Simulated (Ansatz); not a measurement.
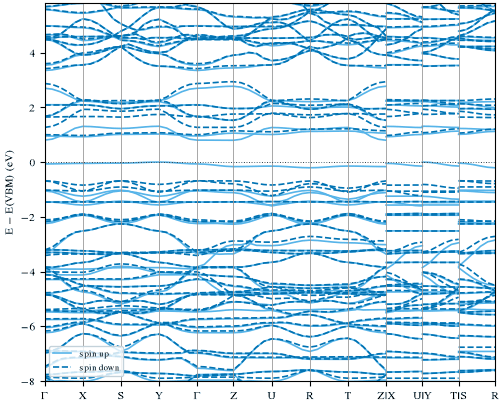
Figure. Band structure from plane-wave PAW PBE+D3(BJ) (Ansatz code)

Problem. Read off the gap and where the band edges lie.

Solution. About 0.8 eV (0.80 eV by a search for the band edges); maximum at Y, minimum at Z.

The material is C₈H₄CoN₆Ni in space group Pmmm (No. 47; Pearson symbol oP20).

The cell is a constructed one: a structure type filled with these elements; neither database checked (COD, Materials Project) lists it. Its standing as an ambient phase is unchecked. The cell was relaxed with PBE+D3(BJ) under the symmetry of its start; its stability against distortions is not shown here. The final state is ferromagnetic, the only order run, not a proven ground state. No Hubbard U is applied.

Potentials: the later of the program's two PAW sets.
